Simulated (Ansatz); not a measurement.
# H3O2Si: rigid scan of one bond angle in Python

Wanted for H3O2Si: a rigid scan of one bond angle. SMILES: [O][SiH2]O.

All numbers are computed with Ansatz 0.2.0 through its Python package. Level of theory: CAM-B3LYP/def2-SVP.

## (1) The structure

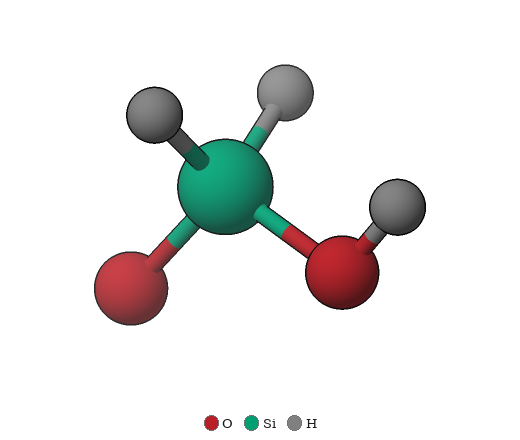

The structure that the script starts from, seen from a chosen angle (oxygen red, silicon teal, hydrogen grey).

The script holds or builds the structure itself.

## (2) The code

File bend.py:

```python
"""Energy of H3O2Si against one bond angle."""

import warnings

import ansatz as az
from ase import Atoms

BASIS = "def2-SVP"
FUNCTIONAL = "CAM-B3LYP"
FMAX = 0.02


def main() -> None:
    warnings.simplefilter("ignore", az.DeckWarning)

    atoms = Atoms(["O", "Si", "O", "H", "H", "H"], positions=[
        (-1.9153, -0.2705, 0.0881),
        (-0.3023, 0.0475, -0.2333),
        (0.5851, -0.3731, 1.1409),
        (0.204, -0.7598, -1.3786),
        (-0.0857, 1.465, -0.5617),
        (1.5563, -0.1732, 0.8983),
    ])

    # relax first, so that the scan starts from a minimum
    first = (
        az.Crystal.molecule_from_ase(atoms).calculation()
        .basis(gaussian=BASIS)
        .functional(FUNCTIONAL)
        .spin("collinear", total=1)
        .relax(force_tolerance=FMAX, max_steps=80)
    )
    atoms.positions = first.run().report["positions_ang"]

    rows = []
    for angle in [90, 100, 110, 120, 135, 150, 165, 179]:
        bent = atoms.copy()
        bent.set_angle(1, 2, 5, angle, indices=[5])
        setup = (
            az.Crystal.molecule_from_ase(bent).calculation()
            .basis(gaussian=BASIS)
            .functional(FUNCTIONAL)
            .spin("collinear", total=1)
        )
        rows.append((angle, setup.run().report["free_energy_ev"]))
    floor = min(e for _, e in rows)
    for angle, e in rows:
        print(f"angle Si1-O2-H5 = {angle:3d} deg   {1000 * (e - floor):9.1f} meV")


if __name__ == "__main__":
    main()
```

## (3) The calls as engine input

The package turns the script's settings into the engine's input (first run):

```yaml
crystal:
  periodic: [false, false, false]
  atoms:
    - { symbol: O, position_ang: [-1.9153, -0.2705, 0.0881] }
    - { symbol: Si, position_ang: [-0.3023, 0.0475, -0.2333] }
    - { symbol: O, position_ang: [0.5851, -0.3731, 1.1409] }
    - { symbol: H, position_ang: [0.204, -0.7598, -1.3786] }
    - { symbol: H, position_ang: [-0.0857, 1.465, -0.5617] }
    - { symbol: H, position_ang: [1.5563, -0.1732, 0.8983] }
basis:
  gaussian:
    orbitals: def2-SVP
hamiltonian:
  xc: cam_b3lyp
magnetization:
  spin_polarized: true
  initial_magnetization: 1.0
relax:
  f_tol: 0.02
  max_steps: 80
```

## (4) Running it

Run with:

```sh
$ python bend.py
```

Log:

```text
angle Si1-O2-H5 =  90 deg       363.4 meV
angle Si1-O2-H5 = 100 deg       138.5 meV
angle Si1-O2-H5 = 110 deg        27.8 meV
angle Si1-O2-H5 = 120 deg         0.0 meV
angle Si1-O2-H5 = 135 deg        58.5 meV
angle Si1-O2-H5 = 150 deg       171.7 meV
angle Si1-O2-H5 = 165 deg       277.6 meV
angle Si1-O2-H5 = 179 deg       330.6 meV
```

Wall time 1.9 min (1 thread of Arm Neoverse V1, shared host); peak memory 0.24 GiB.

## (5) The relaxation of run 0, step by step

Step by step:

```
step  energy from step 1 (eV)  largest force component (eV/Å)
   1                   0.0000                          2.0123
   2                  -0.1468                          1.1062
   3                  -0.1923                          0.4496
   4                  -0.2094                          0.2462
   5                  -0.2143                          0.6065
   6                  -0.2188                          0.3316
   7                  -0.2303                          0.3904
   8                  -0.2344                          0.5976
   9                  -0.2718                          0.2675
  10                  -0.2745                          0.2366
  11                  -0.3005                          0.2142
  12                  -0.3004                          0.4263
  13                  -0.3061                          0.1830
  14                  -0.3150                          0.0668
  15                  -0.3160                          0.0385
  16                  -0.3160                          0.0148
```

Step 1 is the start. Step 12 was tried and not accepted.

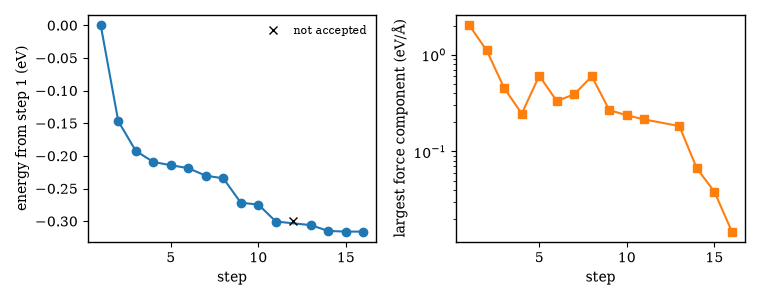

Energy and largest force along the relaxation.

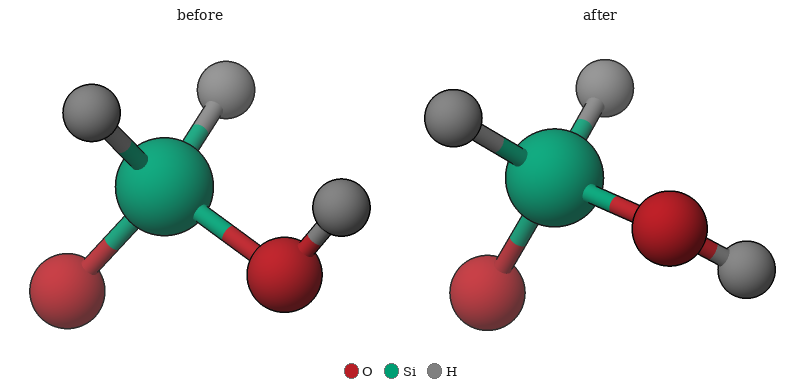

The structure before (left) and after (right) the relaxation, drawn at the same scale.

Before: Bond lengths: O1–Si2 1.675 Å, Si2–O3 1.689 Å, Si2–H4 1.490 Å, Si2–H5 1.471 Å, O3–H6 1.021 Å. Angles: O1–Si2–O3 107.6°, O1–Si2–H4 111.8°, O1–Si2–H5 111.6°, O3–Si2–H4 108.2°, O3–Si2–H5 110.1°, H4–Si2–H5 107.5°, Si2–O3–H6 104.9°.

After: Bond lengths: O1–Si2 1.671 Å, Si2–O3 1.647 Å, Si2–H4 1.492 Å, Si2–H5 1.478 Å, O3–H6 0.963 Å. Angles: O1–Si2–O3 115.7°, O1–Si2–H4 99.5°, O1–Si2–H5 109.9°, O3–Si2–H4 112.9°, O3–Si2–H5 105.6°, H4–Si2–H5 113.6°, Si2–O3–H6 119.2°.

Run 0 is this relaxation; the runs after it count from 1.

## (6) Run by run

One row for each of the 8 runs:

| run | energy from run 4 (eV) | <S²> | SCF cycles | CPU time (s) |
| --- | --- | --- | --- | --- |
| 1 | 0.3634 | 0.75 | 45 | 6 |
| 2 | 0.1385 | 0.75 | 44 | 5.9 |
| 3 | 0.0278 | 0.75 | 45 | 6 |
| 4 | 0.0000 | 0.75 | 45 | 5.8 |
| 5 | 0.0585 | 0.75 | 45 | 5.8 |
| 6 | 0.1717 | 0.75 | 44 | 5.6 |
| 7 | 0.2776 | 0.75 | 40 | 5.2 |
| 8 | 0.3306 | 0.75 | 43 | 5.5 |

## (7) Results

```
                    quantity                    value
               runs compared                        8
angle Si1-O2-H5 (as printed)  179 deg       330.6 meV
```

**Reading.** All 8 runs converged (40 to 45 cycles). Run 0: After 14 moves the largest shift is 0.764 Å, of atom 6 (H). The scan is rigid, and the energies are electronic, in a modest basis. The zero is the lowest point of the grid, which needn't be the minimum. The species is open-shell (spin multiplicity 2).
